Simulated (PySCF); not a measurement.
SMILES c1(F)sc(cc1)C(C)(C)C (C8H11FS) at its GFN2-xTB optimised geometry (Å):

```
21

C     -0.4334    -2.6192    -0.0034
C     -1.1866    -1.2868     0.0009
C     -2.0643    -1.2027     1.2563
C     -2.0713    -1.1988    -1.2493
C     -0.2209    -0.1349     0.0000
C      1.1370    -0.1349     0.0000
C      1.7156     1.1581     0.0000
C      0.7651     2.1197    -0.0002
F      0.9634     3.4406    -0.0003
S     -0.8449     1.4938    -0.0003
H     -1.1458    -3.4406    -0.0002
H      0.1876    -2.7084    -0.8912
H      0.1961    -2.7093     0.8784
H     -1.4492    -1.2446     2.1525
H     -2.6263    -0.2716     1.2661
H     -2.7673    -2.0319     1.2789
H     -2.7710    -2.0307    -1.2732
H     -2.6371    -0.2699    -1.2507
H     -1.4609    -1.2329    -2.1492
H      1.7351    -1.0268     0.0000
H      2.7710     1.3567     0.0001
```

Level of theory: CAM-B3LYP/def2-SVP (PySCF). Cells within 0.4 Å of a nucleus heavier than hydrogen are left out (blank, or x).

Map of the deformation density (molecule minus spherical neutral atoms) (e/bohr³) on the plane z = 1.5 Å:

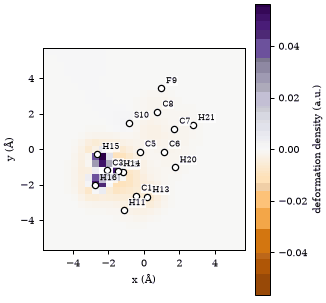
Figure. Deformation density (molecule minus spherical neutral atoms) (e/bohr³) on the plane z = 1.5 Å.
